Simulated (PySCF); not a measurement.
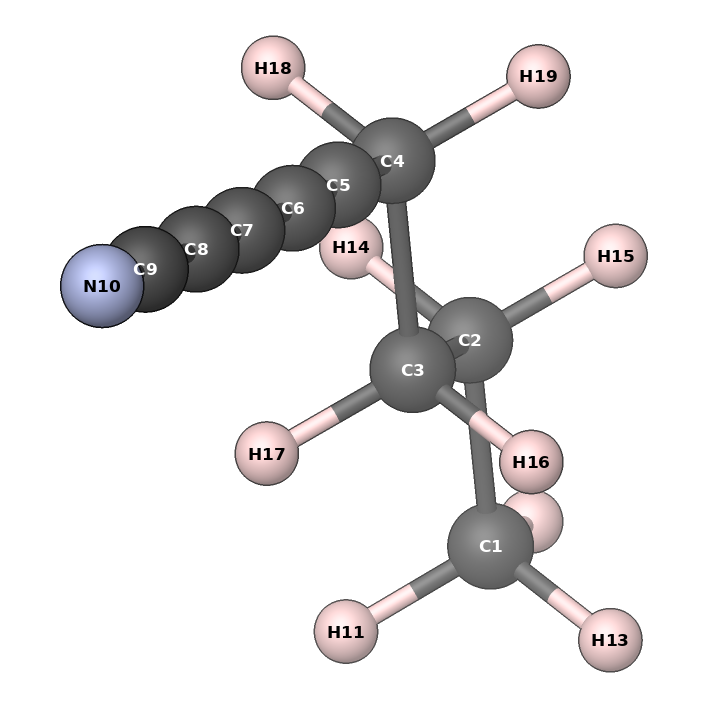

C2 lies behind C3. The molecule seen a little off the C3–C2 bond, C3 in front. Atoms fade into the background with distance from the viewer. The computed structure is the end point of a GFN2-xTB optimisation. No frequency run is at hand to confirm it as a minimum.

**What is the torsion angle C4–C3–C2–C1? The sign is positive where the front bond must turn clockwise to cover the back bond.**

180°, antiperiplanar (anti). The bonds about C3–C2 are staggered.
